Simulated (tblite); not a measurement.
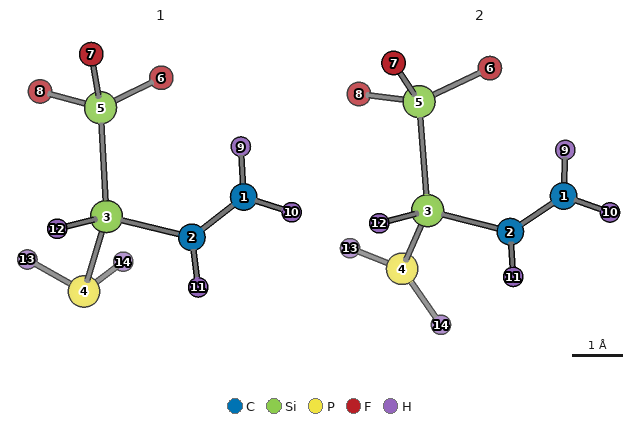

Two geometries of C₂H₆F₃PSi₂, drawn at one scale. One is the start of a relaxation, the other its converged end. The picture is a ball-and-stick view, seen at a tilt.

These are results of GFN2-xTB geometry optimisation, gas phase (tblite 0.8.0), not measurements. 

Which one is relaxed?

Answer. Structure 1 is the relaxed one. The energy falls by 43.7 kcal/mol in 118 geometry steps. H14 moves most after the best rigid fit: 1.36 Å. By element the largest moves are H 1.36 Å, F 0.56 Å, P 0.48 Å, C 0.22 Å, Si 0.20 Å. Some distances before and after: Si3–P4 2.130 → 2.255 Å, Si5–F7 1.688 → 1.590 Å, Si5–F6 1.682 → 1.593 Å, Si3–Si5 2.246 → 2.291 Å. Among the angles between lasting bonds that change: H13–P4–H14 120.1° → 92.2°, Si3–P4–H13 119.5° → 95.1°, F6–Si5–F7 111.2° → 101.9°. Cost: 1.4 s on 1 thread of Intel(R) Xeon(R) Processor @ 2.70GHz, on a shared host.
